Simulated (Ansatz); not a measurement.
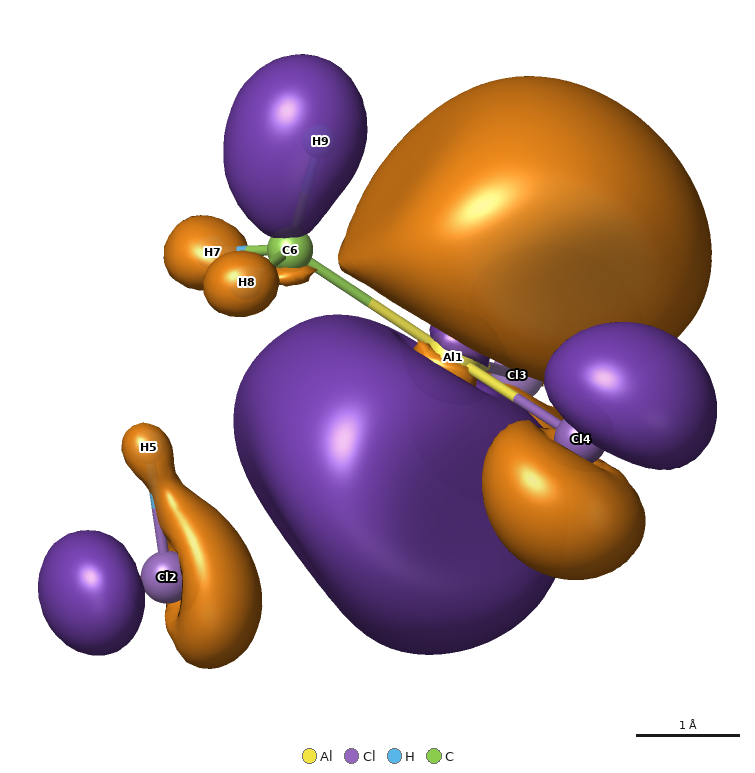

Figure 1: CH3AlCl2···HCl. The LUMO at ±0.06 Å⁻³ᐟ² (orange and purple are the two phases), seen at a tilt.

Not at a stationary point (largest force 0.7 eV/Å).

Theory: RKS PBE0/def2-SVP in Ansatz.

```yaml
atoms:
  - { symbol: Al, position_ang: [0.0877, -1.2581, -0.1137] }
  - { symbol: Cl, position_ang: [-2.4380, 1.1047, 0.5616] }
  - { symbol: Cl, position_ang: [-0.5853, -2.1677, -1.8800] }
  - { symbol: Cl, position_ang: [0.0847, -2.4215, 1.6319] }
  - { symbol: H, position_ang: [-1.2206, 1.5422, 0.3518] }
  - { symbol: C, position_ang: [0.8766, 0.5373, -0.1306] }
  - { symbol: H, position_ang: [0.4398, 1.1760, -0.9148] }
  - { symbol: H, position_ang: [0.8010, 1.0296, 0.8522] }
  - { symbol: H, position_ang: [1.9541, 0.4574, -0.3584] }
```

Question: What is the character of this orbital?

Answer: Its weight (Hirshfeld) is mainly on Al1 (about 60 %), Cl3 (about 10 %) and Cl4 (about 10 %). Its energy is −0.66 eV.
